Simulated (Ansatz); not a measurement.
**SiH2 (triplet): correlated methods under varied settings at distance H1–H2 along a hydrogen transfer = 0.693 Å**

Aim: run SiH2 (triplet) at one geometry under a spread of methods and options, and see what each costs and gives.

Computed with Ansatz 0.2.0, Gaussian basis. Level: the settings change from run to run.

8 further runs of the same task are left out: 7 that didn't finish, 1 set aside as unsound or not needed.

## (1) The system

The geometry derives from fragments relaxed apart (PBE0/def2-TZVP) and kept rigid, so it is no stationary point. A hydrogen atom is moved between rigid fragments.

3 atoms, charge 0, spin multiplicity 3.

Atoms are counted from 1 here; the program's logs count them from 0.

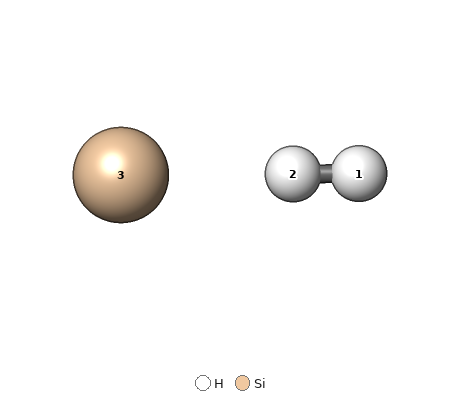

The geometry (hydrogen white, silicon light orange); atoms are numbered from 1 in the order of the file.

## (2) BCCD(T) on ROHF/cc-pVDZ

File in.yaml:

```yaml
crystal:
  periodic: [false, false, false]
  atoms:
    - {symbol: H, position_ang: [0.000000, 0.000000, -1.066667]}
    - {symbol: H, position_ang: [0.000000, 0.000000, -0.373667]}
    - {symbol: Si, position_ang: [0.000000, 0.000000, 1.440333]}
basis:
  gaussian: {orbitals: cc-pVDZ, point_charges: [{charge: 0.50, position_ang: [2.579, 0.911, 0.452]}]}
magnetization: {spin_polarized: false, initial_magnetization: 2}
correlation: {method: bccd_t, electrons: outside_noble_gas}
```

Run with:

```bash
$ ansatz run in.yaml --threads 1 --pin off --events-out ev --progress --plain --max-ram 2393MiB
```

The log of the run, shortened:

```text
Functional definition: HF
  name "HF"
  cite "Fock, Z. Phys. 61, 126 (1930) doi:10.1007/BF01340294"
  parent pbe
[...]
271 factors; integrals over basis functions are off by at most 1.1e-3 eV
[...]
mean field -7890.24085620 eV, -289.9610032679 hartree, gradient 2.1e-6 eV, S^2 2.000000; 8 other end points of the search recorded, 0 dependent functions left out
[...]
determinant -7890.24085620 eV, -289.9610032679 hartree, with singles and doubles -7893.12797371 eV, -290.0671028797 hartree
determinant -7889.37394481 eV, -289.9291448622 hartree, with singles and doubles -7892.34232709 eV, -290.0382308989 hartree
determinant -7888.96559479 eV, -289.9141382755 hartree, with singles and doubles -7891.97337491 eV, -290.0246721562 hartree
5 core orbitals not correlated: weight in the atoms' cores, before any rotation towards them, 1.000 or more for the frozen orbitals, at most 0.000 for the correlated occupied ones
reference -7890.24085620 eV, -289.9610032679 hartree; 4, 2 occupied and 19, 21 virtual orbitals, 271 factors
second order -2.11784124 eV of doubles, -0.06456227 eV of singles
cycle   1  -2.88953842 eV  change   -2.4e-3 eV  update   2.2e-3
[...]
cycle   7  -2.88757576 eV  change   -1.2e-6 eV  update   6.4e-6
perturbative correction -0.04625990 eV, -0.0017000198 hartree
Total energy: -7893.17469185 eV, -290.0688197394 hartree
```

Wall time 0.54 s (1 thread of Arm Neoverse V2, shared host).

From the report: correlation -2.9338 eV; largest double amplitude 0.08.

## (3) NEVPT2(12,7)/def2-SVP

File in.yaml:

```yaml
crystal:
  periodic: [false, false, false]
  atoms:
    - {symbol: H, position_ang: [0.000000, 0.000000, -1.066667]}
    - {symbol: H, position_ang: [0.000000, 0.000000, -0.373667]}
    - {symbol: Si, position_ang: [0.000000, 0.000000, 1.440333]}
basis:
  gaussian: {orbitals: def2-SVP}
magnetization: {spin_polarized: false, initial_magnetization: 2}
correlation: {method: sc_nevpt2, electrons: all, active_space: {window: {electrons: 12, orbitals: 7}}}
scf: {lower_state_search: off}
```

The command is unchanged.

The log of the run, shortened:

```text
Functional definition: HF
  name "HF"
  cite "Fock, Z. Phys. 61, 126 (1930) doi:10.1007/BF01340294"
  parent pbe
[...]
270 factors; integrals over basis functions are off by at most 1.3e-3 eV
[...]
mean field -7887.41736247 eV, -289.8572417872 hartree, gradient 6.5e-7 eV, S^2 2.000000; 0 other end points of the search recorded, 0 dependent functions left out
reference -7887.41736247 eV, -289.8572417872 hartree; 9, 7 occupied and 19, 21 virtual orbitals, 270 factors
state -7887.41819964 eV, -289.8572725527 hartree
state -7887.41819964 eV, -289.8572725527 hartree; corrected -7889.20462520 eV, -289.9229224811 hartree
WARN: 5 active orbitals are nearly empty or full. The corrections depend on them more than the energy does, and are more stable in an active space without them
Total energy: -7889.20462520 eV, -289.9229224811 hartree
Checks for a lower state left out: stability, starts, cluster_reference, orbital_swaps, neighbouring_geometries, increment
```

Wall time 0.12 s (1 thread of Arm Neoverse V2, shared host).

From the report: 8 determinants; active occupations 2.00, 2.00, 2.00, 2.00, 2.00, 1.00, 1.00. The report marks this result as in doubt.

## (4) CCSDT on UHF/cc-pVDZ

File in.yaml:

```yaml
crystal:
  periodic: [false, false, false]
  atoms:
    - {symbol: H, position_ang: [0.000000, 0.000000, -1.066667]}
    - {symbol: H, position_ang: [0.000000, 0.000000, -0.373667]}
    - {symbol: Si, position_ang: [0.000000, 0.000000, 1.440333]}
basis:
  gaussian: {orbitals: cc-pVDZ, fitting: {mean_field: def2-universal-jkfit}}
magnetization: {spin_polarized: true, initial_magnetization: 2}
correlation: {method: ccsdt, electrons: valence}
```

Same command.

The log of the run, shortened:

```text
Functional definition: HF
  name "HF"
  cite "Fock, Z. Phys. 61, 126 (1930) doi:10.1007/BF01340294"
  parent pbe
[...]
164 factors; integrals over basis functions are off by at most 2.4e-1 eV
[...]
mean field -7890.16177279 eV, -289.9580970062 hartree, gradient 3.4e-6 eV, S^2 2.022163; 7 other end points of the search recorded, 0 dependent functions left out
determinant -7890.16177279 eV, -289.9580970062 hartree, with singles and doubles -7892.94434309 eV, -290.0603545786 hartree
determinant -7889.32423196 eV, -289.9273179485 hartree, with singles and doubles -7892.17651961 eV, -290.0321375864 hartree
5 core orbitals not correlated: weight in the atoms' cores, before any rotation towards them, 1.000 or more for the frozen orbitals, at most 0.000 for the correlated occupied ones
reference -7890.16177279 eV, -289.9580970062 hartree; 4, 2 occupied and 19, 21 virtual orbitals, 164 factors
second order -2.06653321 eV of doubles, -0.00000000 eV of singles
cycle   1  -2.56322541 eV  change   -5.0e-1 eV  update   6.3e-2
[...]
cycle  15  -2.84122325 eV  change   -3.0e-7 eV  update   3.1e-7
Total energy: -7893.00299604 eV, -290.0625100349 hartree
```

It took 0.9 s on 1 thread of Arm Neoverse V2, shared host.

From the report: ⟨S²⟩ of the determinant 2.022 (pure triplet: 2.00); correlation -2.8412 eV; T1 0.017; largest double amplitude 0.10.

## (5) MRCISD+Q(relaxed)(2,3)/cc-pVDZ

in.yaml: that of step 4 with these lines changed.

```diff
@@ -8,3 +8,3 @@
   gaussian: {orbitals: cc-pVDZ, fitting: {mean_field: def2-universal-jkfit}}
-magnetization: {spin_polarized: true, initial_magnetization: 2}
-correlation: {method: ccsdt, electrons: valence}
+magnetization: {spin_polarized: false, initial_magnetization: 2}
+correlation: {method: fic_mrcisd_q_relaxed, electrons: outside_noble_gas, active_space: {window: {electrons: 2, orbitals: 3}}}
```

Launched as before.

The log of the run, shortened:

```text
Functional definition: HF
  name "HF"
  cite "Fock, Z. Phys. 61, 126 (1930) doi:10.1007/BF01340294"
  parent pbe
[...]
164 factors; integrals over basis functions are off by at most 2.4e-1 eV
[...]
mean field -7890.04214260 eV, -289.9537006779 hartree, gradient 1.7e-6 eV, S^2 2.000000; 7 other end points of the search recorded, 0 dependent functions left out
reference -7890.04214260 eV, -289.9537006779 hartree; 9, 7 occupied and 19, 21 virtual orbitals, 164 factors
state -7890.04214260 eV, -289.9537006779 hartree
contracted CI cycle   1: correlation 0.00000000 eV, 0.0000000000 hartree, residual 1.15e1 eV
contracted CI cycle   2: correlation -2.72472520 eV, -0.1001318042 hartree, residual 1.63e0 eV
contracted CI cycle   3: correlation -2.79330590 eV, -0.1026520984 hartree, residual 4.96e-1 eV
contracted CI cycle   4: correlation -2.80038949 eV, -0.1029124156 hartree, residual 1.86e-1 eV
contracted CI cycle   5: correlation -2.80109489 eV, -0.1029383387 hartree, residual 5.27e-2 eV
contracted CI cycle   6: correlation -2.80115631 eV, -0.1029405957 hartree, residual 1.60e-2 eV
contracted CI cycle   7: correlation -2.80116148 eV, -0.1029407858 hartree, residual 4.78e-3 eV
contracted CI cycle   8: correlation -2.80116210 eV, -0.1029408086 hartree, residual 1.65e-3 eV
contracted CI cycle   9: correlation -2.80116216 eV, -0.1029408108 hartree, residual 4.01e-4 eV
state -7890.04214260 eV, -289.9537006779 hartree; corrected -7893.06492453 eV, -290.0647858649 hartree
WARN: 1 active orbitals are nearly empty or full. The corrections depend on them more than the energy does, and are more stable in an active space without them
Total energy: -7893.06492453 eV, -290.0647858649 hartree
```

Wall time 0.39 s (1 thread of Arm Neoverse V2, shared host).

From the report: 2 determinants; active occupations 1.00, 1.00, 0.00. The report marks this result as in doubt.

## (6) BCCD(T) on UHF/6-31G*

File in.yaml:

```yaml
crystal:
  periodic: [false, false, false]
  atoms:
    - {symbol: H, position_ang: [0.000000, 0.000000, -1.066667]}
    - {symbol: H, position_ang: [0.000000, 0.000000, -0.373667]}
    - {symbol: Si, position_ang: [0.000000, 0.000000, 1.440333]}
basis:
  gaussian: {orbitals: "6-31G*"}
magnetization: {spin_polarized: true, initial_magnetization: 2}
correlation: {method: bccd_t, electrons: all}
scf: {omitted_lower_state_checks: [cluster_reference]}
output: {forces: true}
```

The command is unchanged.

The log of the run, shortened:

```text
Functional definition: HF
  name "HF"
  cite "Fock, Z. Phys. 61, 126 (1930) doi:10.1007/BF01340294"
  parent pbe
[...]
229 factors; integrals over basis functions are off by at most 1.1e-3 eV
[...]
mean field -7889.67193013 eV, -289.9400956204 hartree, gradient 1.8e-6 eV, S^2 2.016459; 7 other end points of the search recorded, 0 dependent functions left out
reference -7889.67193013 eV, -289.9400956204 hartree; 9, 7 occupied and 14, 16 virtual orbitals, 229 factors
second order -1.91475451 eV of doubles, -0.00000000 eV of singles
cycle   1  -2.33046777 eV  change   -4.2e-1 eV  update   5.4e-2
[...]
cycle  13  -2.51773442 eV  change    6.7e-7 eV  update   3.0e-7
perturbative correction -0.04001026 eV, -0.0014703498 hartree
[...]
Total energy: -7892.22967480 eV, -290.0340910036 hartree
Atom 0 at     0.000000     0.000000    -1.066667 Å, force    -0.000000     0.000000    -2.568000 eV/Å
Atom 1 at     0.000000     0.000000    -0.373667 Å, force     0.000000     0.000000     1.289162 eV/Å
Atom 2 at     0.000000     0.000000     1.440333 Å, force    -0.000000    -0.000000     1.278838 eV/Å
Dipole moment:     0.000000    -0.000000    -0.254225 e Å
Checks for a lower state left out: cluster_reference
```

Run time: 1.1 s. Hardware: 1 thread of Arm Neoverse V2, shared host.

From the report: ⟨S²⟩ of the determinant 2.016 (pure triplet: 2.00); correlation -2.5577 eV; largest double amplitude 0.10.

## (7) CCSDT/cc-pVDZ

File in.yaml:

```yaml
crystal:
  periodic: [false, false, false]
  atoms:
    - {symbol: H, position_ang: [0.000000, 0.000000, -1.066667]}
    - {symbol: H, position_ang: [0.000000, 0.000000, -0.373667]}
    - {symbol: Si, position_ang: [0.000000, 0.000000, 1.440333]}
basis:
  gaussian: {orbitals: cc-pVDZ}
magnetization: {spin_polarized: false, initial_magnetization: 2}
hamiltonian: {xc: {name: B3LYP}}
correlation: {method: ccsdt, electrons: valence, diis_vectors: 12}
```

Same command.

The log of the run, shortened:

```text
Functional definition: B3LYP
  name "B3LYP"
  cite "Stephens, Devlin, Chabalowski & Frisch, J. Phys. Chem. 98, 11623 (1994) doi:10.1021/j100096a001"
  cite "Becke, Phys. Rev. A 38, 3098 (1988) doi:10.1103/PhysRevA.38.3098"
  cite "Lee, Yang & Parr, Phys. Rev. B 37, 785 (1988) doi:10.1103/PhysRevB.37.785"
  cite "Vosko, Wilk & Nusair, Can. J. Phys. 58, 1200 (1980) doi:10.1139/p80-159"
[...]
475 factors; integrals over basis functions are off by at most 1.2e-7 eV
[...]
mean field -7906.26022921 eV, -290.5497043676 hartree, gradient 1.1e-6 eV, S^2 2.000000; 2 other end points of the search recorded, 0 dependent functions left out
[...]
5 core orbitals not correlated: weight in the atoms' cores, before any rotation towards them, 1.000 or more for the frozen orbitals, at most 0.000 for the correlated occupied ones
reference -7889.91923343 eV, -289.9491838494 hartree; 4, 2 occupied and 19, 21 virtual orbitals, 475 factors
second order -2.17784685 eV of doubles, -0.13205299 eV of singles
cycle   1  -2.79469162 eV  change   -4.9e-1 eV  update   6.0e-2
[...]
cycle  14  -3.04434805 eV  change   -3.5e-7 eV  update   4.3e-7
Total energy: -7892.96358148 eV, -290.0610615765 hartree
```

Wall time 1.4 s (1 thread of Arm Neoverse V2, shared host).

From the report: correlation -3.0443 eV; T1 0.022; largest double amplitude 0.10. The orbitals are Kohn-Sham ones, so correlation energy and T1 don't compare with those on Hartree-Fock orbitals.

## (8) CISD/cc-pVDZ

in.yaml: that of step 7 with these lines changed.

```diff
@@ -9,3 +9,3 @@
 magnetization: {spin_polarized: false, initial_magnetization: 2}
-hamiltonian: {xc: {name: B3LYP}}
-correlation: {method: ccsdt, electrons: valence, diis_vectors: 12}
+correlation: {active_space: {ras: {orbitals: [7, 2, 19], electrons: 16, max_holes: 2, max_particles: 2}, fixed_orbitals: true}}
+scf: {lower_state_search: full}
```

Same command.

The log of the run:

```text
Functional definition: HF
  name "HF"
  cite "Fock, Z. Phys. 61, 126 (1930) doi:10.1007/BF01340294"
  parent pbe
  exchange = exact_x
  correlation = 0
271 factors; integrals over basis functions are off by at most 1.1e-3 eV
mean field evaluation 1: about -7889.5775 eV, gradient 7.8e0 eV
mean field evaluation 2: about -7889.5777 eV, gradient 7.8e0 eV
mean field evaluation 4: about -7890.0415 eV, gradient 3.1e-1 eV
mean field evaluation 8: about -7890.0421 eV, gradient 4.5e-5 eV
mean field evaluation 16: about -7889.1922 eV, gradient 2.2e-6 eV
mean field evaluation 32: about -7889.1922 eV, gradient 4.9e-4 eV
mean field evaluation 64: about -7889.1922 eV, gradient 5.3e-4 eV
mean field -7890.04211270 eV, -289.9536995789 hartree, gradient 2.2e-6 eV, S^2 2.000000; 11 other end points of the search recorded, 0 dependent functions left out
reference -7890.04211270 eV, -289.9536995789 hartree; 9, 7 occupied and 19, 21 virtual orbitals, 271 factors
state -7892.98947217 eV, -290.0620130418 hartree
Total energy: -7892.98947217 eV, -290.0620130418 hartree
```

It took 2.6 s on 1 thread of Arm Neoverse V2, shared host.

From the report: 39,896 determinants.

## (9) BCCD(T)/cc-pVTZ

File in.yaml:

```yaml
crystal:
  periodic: [false, false, false]
  atoms:
    - {symbol: H, position_ang: [0.000000, 0.000000, -1.066667]}
    - {symbol: H, position_ang: [0.000000, 0.000000, -0.373667]}
    - {symbol: Si, position_ang: [0.000000, 0.000000, 1.440333]}
basis:
  gaussian: {orbitals: cc-pVTZ}
magnetization: {spin_polarized: false, initial_magnetization: 2}
hamiltonian: {xc: {name: PBE}}
correlation: {method: bccd_t, electrons: valence}
accuracy: high
```

Same command.

The log of the run, shortened:

```text
Functional definition: PBE
  name "PBE"
  cite "Perdew, Burke & Ernzerhof, Phys. Rev. Lett. 77, 3865 (1996) doi:10.1103/PhysRevLett.77.3865"
  parent pbe
[...]
807 factors; integrals over basis functions are off by at most 3.3e-9 eV
[...]
mean field -7901.82966890 eV, -290.3868842795 hartree, gradient 6.2e-8 eV, S^2 2.000000; 7 other end points of the search recorded, 0 dependent functions left out
[...]
5 core orbitals not correlated: weight in the atoms' cores, before any rotation towards them, 1.000 or more for the frozen orbitals, at most 0.000 for the correlated occupied ones
reference -7890.09738627 eV, -289.9557308455 hartree; 4, 2 occupied and 53, 55 virtual orbitals, 807 factors
second order -2.73860308 eV of doubles, -0.19649617 eV of singles
cycle   1  -3.37665166 eV  change   -4.4e-1 eV  update   5.6e-2
[...]
cycle  24  -3.54516286 eV  change  -2.8e-10 eV  update  5.4e-10
perturbative correction -0.09910388 eV, -0.0036420005 hartree
Total energy: -7893.74165302 eV, -290.0896551781 hartree
```

Run time: 9.5 s. Hardware: 1 thread of Arm Neoverse V2, shared host; peak memory 0.31 GiB.

From the report: correlation -3.6443 eV; largest double amplitude 0.09.

## (10) All runs side by side

Where basis and cores are those of an earlier FCI/cc-pVDZ run (-7893.0080 eV), and the state is the same kind, the miss against it is given. † marks a result that the program doubts.

| level | correlated | functions | energy (eV) | from FCI (meV) | time |
| --- | --- | --- | --- | --- | --- |
| BCCD(T) on ROHF/cc-pVDZ (beside a point charge) | outside noble gas | 28 | -7893.1747 |  | 0.54 s |
| NEVPT2(12,7)/def2-SVP † | all | 28 | -7889.2046 |  | 0.12 s |
| CCSDT on UHF/cc-pVDZ | valence | 28 | -7893.0030 | 5.0 | 0.9 s |
| MRCISD+Q(relaxed)(2,3)/cc-pVDZ † | outside noble gas | 28 | -7893.0649 | -56.9 | 0.39 s |
| BCCD(T) on UHF/6-31G* | all | 23 | -7892.2297 |  | 1.1 s |
| CCSDT/cc-pVDZ (on B3LYP orbitals) | valence | 28 | -7892.9636 | 44.4 | 1.4 s |
| CISD/cc-pVDZ | all | 28 | -7892.9895 |  | 2.6 s |
| BCCD(T)/cc-pVTZ (on PBE orbitals) | valence | 62 | -7893.7417 |  | 9.5 s |

## (11) Outcome

```
quantity                                     value
    runs                                         8
quickest           NEVPT2(12,7)/def2-SVP †, 0.12 s
 slowest  BCCD(T)/cc-pVTZ (on PBE orbitals), 9.5 s
```

Total energies in different bases, with other cores or another treatment of relativity can't be set against each other. BCCD(T)/cc-pVTZ (on PBE orbitals) took 79 times as long as NEVPT2(12,7)/def2-SVP †; the jobs differ in more than the method. Among the correlated runs with a miss given, it spans -57 to +44 meV. Cores frozen from Kohn-Sham orbitals shift the total energy.
